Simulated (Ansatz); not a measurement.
## Electronic structure of CH₃F···H₂Se (SMILES CF.[SeH2]) in real space

Input file:

```
crystal:
  periodic: [false, false, false]
  atoms:
    - {symbol: C, position_ang: [0.004015, -0.065947, -1.410773]}
    - {symbol: F, position_ang: [-0.787273, 0.863749, -0.762773]}
    - {symbol: H, position_ang: [0.793135, 0.460232, -1.951388]}
    - {symbol: H, position_ang: [-0.616955, -0.629914, -2.109438]}
    - {symbol: H, position_ang: [0.438566, -0.736685, -0.666715]}
    - {symbol: Se, position_ang: [-0.074830, -0.499619, 6.221451]}
    - {symbol: H, position_ang: [-0.582030, 0.428748, 5.203812]}
    - {symbol: H, position_ang: [1.093550, 0.352541, 6.466685]}
basis:
  gaussian: {orbitals: "def2-TZVPPD.json"}
hamiltonian: {xc: pbe0, dispersion: d4}
output: {orbitals: {seedname: orbitals}}
```

Launched as:

```sh
ansatz run in.yaml --threads 4 --pin off --events-out ev --progress --plain --max-ram 9574MiB
```

Geometry: rigid move from PBE0-D4/def2-TZVP.

Method: RKS PBE0-D4/def2-TZVPPD in Ansatz 0.2.0.

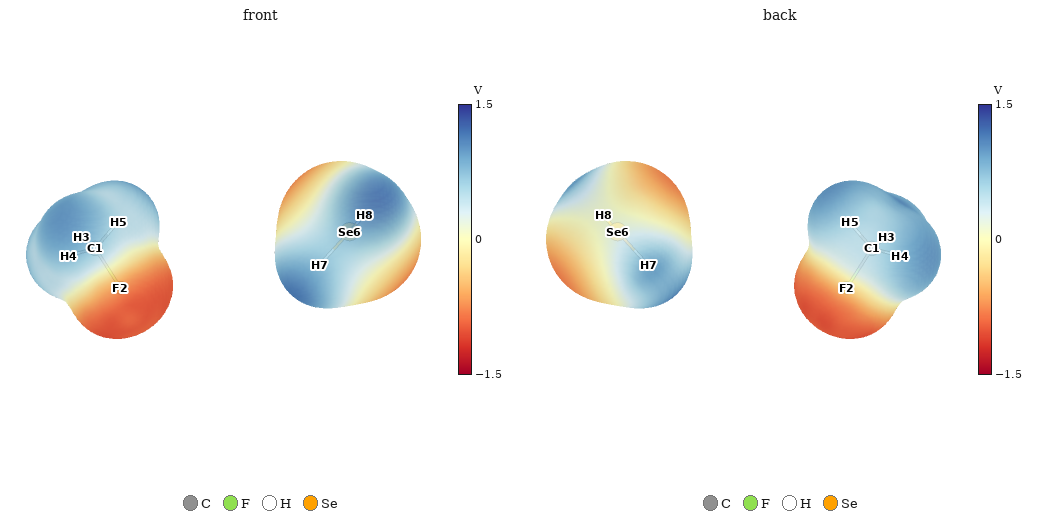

Figure 1. The electrostatic potential painted on the density surface at 0.002 e/bohr³, seen from the front and from behind; the colour scale runs from red (negative) to blue (positive).

Q: Where is the surface potential most negative and most positive?

A: The most negative region (about −1.0 V) lies over F2, the most positive (about +1.2 V) over H7 and H8.

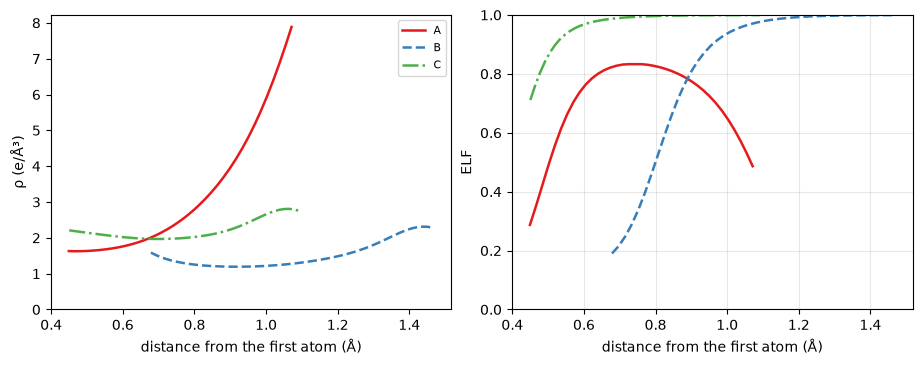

Figure 2. Total electron density and electron localisation function along straight lines between neighbouring atoms. The curves leave out the atomic cores.

Q: Which curve belongs to which contact (C–F, C–H and Se–H)? The first atom named is at distance zero.

A: Curve A: C–F (1.38 Å): ρ is about 2.1 e/Å³ halfway, with its minimum of 1.6 e/Å³ about 0.5 Å from C; the ELF peaks at about 0.85 between the atoms: a polar covalent bond. Curve B: Se–H (1.47 Å): ρ at the midpoint is about 1.4 e/Å³; the ELF climbs to about 1 towards the hydrogen, as it does in any bond to H. Curve C: C–H (1.09 Å): ρ is about 2.1 e/Å³ halfway; the ELF climbs to about 1 towards the hydrogen: an ordinary covalent bond to hydrogen.

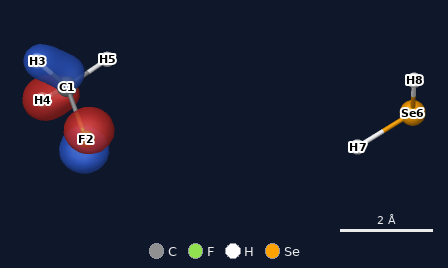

Figure 3. The HOMO−1 at ±0.3 Å⁻³ᐟ² (blue and red are the two phases), seen at a tilt.

Q: Where does this orbital lie, and at what energy?

A: By Hirshfeld shares it lies mainly on F2 (about 50 %), C1 (about 25 %), H4 (about 15 %) and H3 (about 10 %). Its energy is −9.90 eV.
